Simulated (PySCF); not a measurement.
# GaHSeCl2 (SMILES [Cl][Ga]([Cl])[SeH]) at M06-2X/def2-SVP

Aim: the vertical ionisation energy of GaHSeCl2 at M06-2X/def2-SVP, from 2 runs. 

The results are computed with PySCF 2.14.0.

### 1 The molecule

GaHSeCl2 has 5 atoms, charge 0, and is taken as a singlet. As SMILES, `[Cl][Ga]([Cl])[SeH]`. Geometry: relaxed at PBE0-D4/def2-TZVP.

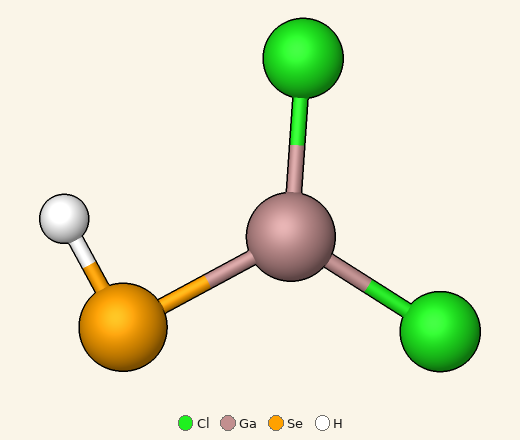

Viewed from a chosen angle; chlorine green, gallium pink, selenium orange, hydrogen white.

### 2 A single-point energy at M06-2X/def2-SVP

Input file calc.py:

```python
from pyscf import gto, dft

mol = gto.M(
    atom='''
Cl   1.565200  -0.816300   1.955100
Ga   0.270800  -0.384500   0.326100
Cl  -0.593300  -2.024800  -0.717000
Se  -0.155400   1.797300  -0.258200
H   -1.037500   1.354700  -1.347300
''',
    basis='def2-svp',
    charge=0,
    max_memory=1860,
    verbose=3,
)

calc0 = dft.RKS(mol)
calc0.xc = 'm06-2x'
calc0.conv_tol = 1e-10
calc0.grids.level = 2
calc0.kernel()
if not calc0.converged:
    calc0 = calc0.newton().run(calc0.mo_coeff, calc0.mo_occ)

etot = calc0.e_tot
print('Final energy', etot)
```

The run is started by

```sh
OMP_NUM_THREADS=1 python calc.py
```

Log:

```text
converged SCF energy = -5246.74295780801
Final energy -5246.742957808015
```

Run time: 14 s. Hardware: 1 thread of Arm Neoverse V1, shared host; peak memory 0.49 GiB.

### 3 The doublet cation, same level

Input file job.py:

```python
from pyscf import gto, dft

molecule = gto.M(
    atom='''
Cl       1.565200      -0.816300       1.955100
Ga       0.270800      -0.384500       0.326100
Cl      -0.593300      -2.024800      -0.717000
Se      -0.155400       1.797300      -0.258200
H       -1.037500       1.354700      -1.347300
''',
    max_memory=1860,
    basis='def2-svp',
    spin=1,
    verbose=4,
    charge=1,
)

mf = dft.UKS(molecule, xc='m06-2x')
mf.conv_tol = 1e-10
mf.grids.level = 2
mf.kernel()
if not mf.converged:
    mf = mf.newton().run(mf.mo_coeff, mf.mo_occ)

e_final = mf.e_tot
print('E(%s) = %.9f' % ('M06-2X', e_final))
```

The run is started by

```sh
OMP_NUM_THREADS=1 python job.py
```

Log:

```text
PySCF version 2.14.0

[INPUT] num. atoms = 5
[INPUT] num. electrons = 99
[INPUT] charge = 1
[INPUT] spin (= nelec alpha-beta = 2S) = 1
[INPUT] symmetry False subgroup None
[INPUT] Mole.unit = angstrom
[INPUT] Symbol           X                Y                Z      unit          X                Y                Z       unit  Magmom
[INPUT]  1 Cl     1.565200000000  -0.816300000000   1.955100000000 AA    2.957799330169  -1.542583435482   3.694603546137 Bohr   0.0
[INPUT]  2 Ga     0.270800000000  -0.384500000000   0.326100000000 AA    0.511737834532  -0.726599694895   0.616239689221 Bohr   0.0
[INPUT]  3 Cl    -0.593300000000  -2.024800000000  -0.717000000000 AA   -1.121174509704  -3.826317457019  -1.354933631313 Bohr   0.0
[INPUT]  4 Se    -0.155400000000   1.797300000000  -0.258200000000 AA   -0.293663439757   3.396404763681  -0.487927285363 Bohr   0.0
[INPUT]  5 H     -1.037500000000   1.354700000000  -1.347300000000 AA   -1.960590854236   2.560011980948  -2.546028007627 Bohr   0.0

nuclear repulsion = 728.447111768309
number of shells = 43
number of NR pGTOs = 227
number of NR cGTOs = 105
basis = def2-svp
ecp = {}

******** <class 'pyscf.dft.uks.UKS'> ********
method = UKS
initial guess = minao
damping factor = 0
level_shift factor = 0
DIIS = <class 'pyscf.scf.diis.CDIIS'>
diis_start_cycle = 1
diis_space = 8
diis_damp = 0
SCF conv_tol = 1e-10
SCF conv_tol_grad = None
SCF max_cycles = 50
direct_scf = True
direct_scf_tol = 1e-13
number electrons alpha = 50  beta = 49
XC library pyscf.dft.libxc version 7.0.0
    S. Lehtola, C. Steigemann, M. J.T. Oliveira, and M. A.L. Marques.,  SoftwareX 7, 1–5 (2018)
XC functionals = m06-2x
    Y. Zhao and D. G. Truhlar.,  Theor. Chem. Acc. 120, 215 (2008)
    Y. Zhao and D. G. Truhlar.,  Theor. Chem. Acc. 120, 215 (2008)
radial grids:
    Treutler-Ahlrichs [JCP 102, 346 (1995); DOI:10.1063/1.469408] (M4) radial grids

becke partition: Becke, JCP 88, 2547 (1988); DOI:10.1063/1.454033
pruning grids: <function nwchem_prune>
grids dens level: 2
symmetrized grids: False
atomic radii adjust function: <function treutler_atomic_radii_adjust>
small_rho_cutoff = 0
Set gradient conv threshold to 1e-05
tot grids = 55232
init E= -5245.55995318045
[... the frontier-level lines of each cycle are left out ...]


cycle= 1 E= -5246.25306390764  delta_E= -0.693  |g|= 0.402  |ddm|=  1.9
cycle= 2 E= -5246.20760642084  delta_E= 0.0455  |g|= 0.535  |ddm|= 1.25
cycle= 3 E= -5246.37021750628  delta_E= -0.163  |g|= 0.0367  |ddm|= 0.697
cycle= 4 E= -5246.37123600125  delta_E= -0.00102  |g|= 0.0178  |ddm|= 0.0796
cycle= 5 E= -5246.37151110994  delta_E= -0.000275  |g|= 0.00555  |ddm|= 0.0331
cycle= 6 E= -5246.37156119096  delta_E= -5.01e-05  |g|= 0.00211  |ddm|= 0.0138
cycle= 7 E= -5246.37157499674  delta_E= -1.38e-05  |g|= 0.000815  |ddm|= 0.00815
cycle= 8 E= -5246.37157833383  delta_E= -3.34e-06  |g|= 0.000254  |ddm|= 0.00517
cycle= 9 E= -5246.37157857648  delta_E= -2.43e-07  |g|= 0.000122  |ddm|= 0.00128
cycle= 10 E= -5246.37157860751  delta_E= -3.1e-08  |g|= 4.68e-05  |ddm|= 0.000395
cycle= 11 E= -5246.37157861588  delta_E= -8.37e-09  |g|= 1.76e-05  |ddm|= 0.000234
cycle= 12 E= -5246.37157861687  delta_E= -9.95e-10  |g|= 9.63e-06  |ddm|= 7.68e-05
cycle= 13 E= -5246.37157861717  delta_E= -2.98e-10  |g|= 3.36e-06  |ddm|= 4.41e-05
cycle= 14 E= -5246.37157861721  delta_E= -3.64e-11  |g|= 1.37e-06  |ddm|= 1.75e-05
Extra cycle  E= -5246.3715786172  delta_E= 7.28e-12  |g|= 1.1e-06  |ddm|= 4.09e-06
converged SCF energy = -5246.3715786172  <S^2> = 0.75478158  2S+1 = 2.0047759
E(M06-2X) = -5246.371578617
```

Wall time 34 s (1 thread of Arm Neoverse V1, shared host); peak memory 0.51 GiB.

### 4 Outcome

Level: M06-2X/def2-SVP.

| quantity | value |
| --- | --- |
| singlet GaHSeCl2: total energy | -5246.74296 Eh |
| singlet GaHSeCl2: dipole moment | 1.52 D |
| singlet GaHSeCl2: HOMO energy | -8.93 eV |
| singlet GaHSeCl2: LUMO energy | -0.54 eV |
| singlet GaHSeCl2: HOMO–LUMO gap | 8.39 eV |
| doublet cation: total energy | -5246.37158 Eh |
| doublet cation: HOMO energy (highest over α and β) | -14.99 eV |
| doublet cation: LUMO energy (lowest over α and β) | -11.16 eV |
| doublet cation: ⟨S²⟩ | 0.755 |
| vertical ionisation energy (to the doublet cation) | 10.106 eV |

**Reading.** Removing an electron at fixed nuclei costs 10.11 eV (975 kJ/mol). The negative HOMO energy of the first species, 8.93 eV, lies 1.18 eV below that difference. Mulliken charges (singlet GaHSeCl2) run from -0.26 on Cl3 to +0.67 on Ga2; they depend strongly on the basis. Mulliken charges (doublet cation) run from -0.13 on Cl3 to +0.70 on Ga2.
